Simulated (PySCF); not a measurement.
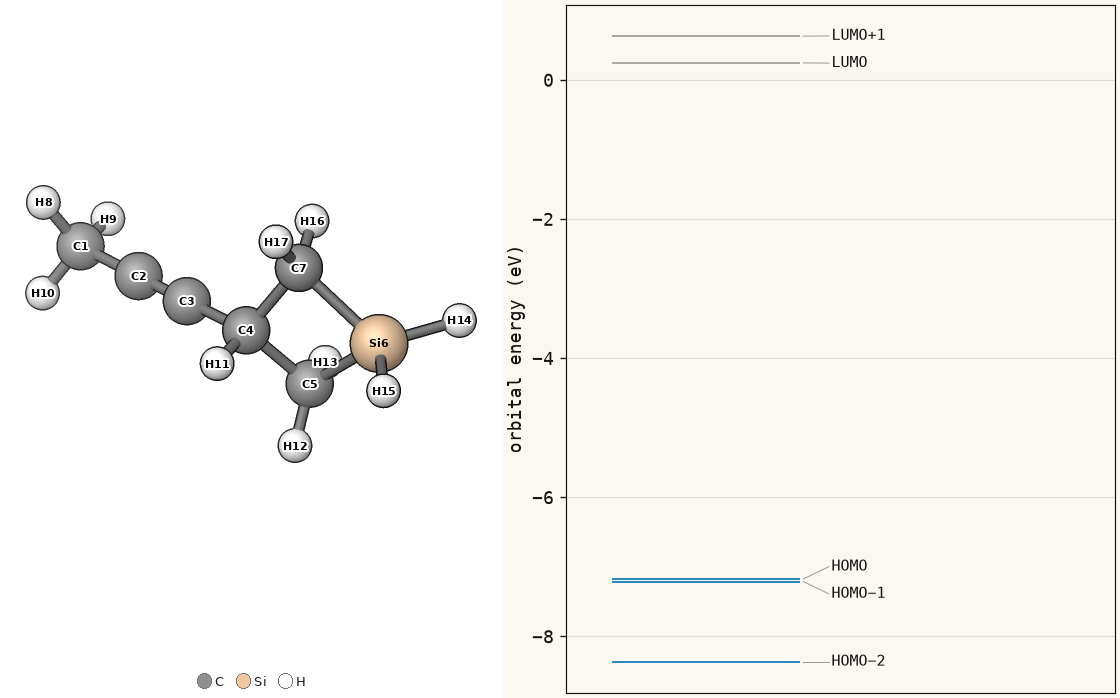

C₆H₁₀Si, SMILES CC#CC1C[SiH2]C1. Kohn-Sham orbital energies near the frontier, PBE0/def2-SVPD (IEF-PCM acetone), PySCF, at a PBE0-D3(BJ)/def2-SVP geometry (no frequency check); empty levels in grey, levels within 0.03 eV side by side.

**Where do the frontier orbitals lie?**

HOMO at −7.18 eV, LUMO at 0.24 eV, 7.42 eV apart.

**How far below the HOMO does the next level lie?**

0.04 eV.

Caveats: one conformer of a flexible molecule; empty levels above zero depend strongly on the basis.
